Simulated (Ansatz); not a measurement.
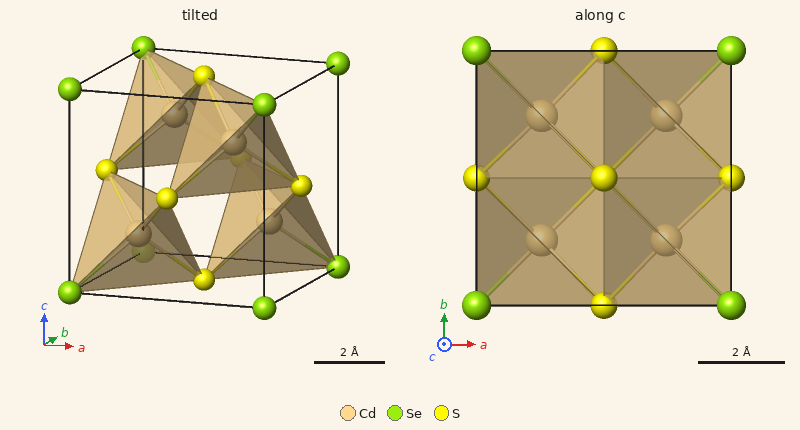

View slightly off an axis and along the c axis, drawn as a polyhedral model. The conventional unit cell is outlined; an atom on or near a face, edge or corner is repeated at each equivalent position.

Cd$_{4}$SeS$_{3}$, space group P-43m (No. 215), a = 5.992 Å, b = 5.992 Å, c = 5.992 Å, α = 90.00°, β = 90.00°, γ = 90.00°. It derives from a structure type filled with these elements by a generator (whether the compound takes this form wasn't checked). Earlier steps of the study may have refined or changed the cell and positions. A calculation with Ansatz used it as input.

This one geometry was computed with Ansatz (DFT, plane waves, PAW) at three levels of theory: r2SCAN, PBEsol and PBE.

> Which level gives the highest pressure at this volume, and what does that say about its equilibrium volume?

Highest: PBE (0.0 GPa), which points to the largest equilibrium volume. Lowest, with the smallest volume: PBEsol (-2.7 GPa). Levels within 0.5 GPa of each other can't be told apart.

> How does the band gap change with the level of theory?

PBEsol: a gap of 0.74 eV, direct; PBE: a gap of 0.87 eV, direct; r2SCAN: a gap of 1.32 eV, direct.

> Collect the results in a table.

| level | cutoff (eV) | k-mesh of the run's cell | gap (eV) | pressure (GPa) |
| --- | --- | --- | --- | --- |
| r2SCAN | 500 | 6×6×6 | 1.32 | -1.4 |
| PBEsol | 420 | 6×6×6 | 0.74 | -2.7 |
| PBE | 420 | 6×6×6 | 0.87 | 0.0 |

Gaps are taken on the k-mesh or band path of each run.
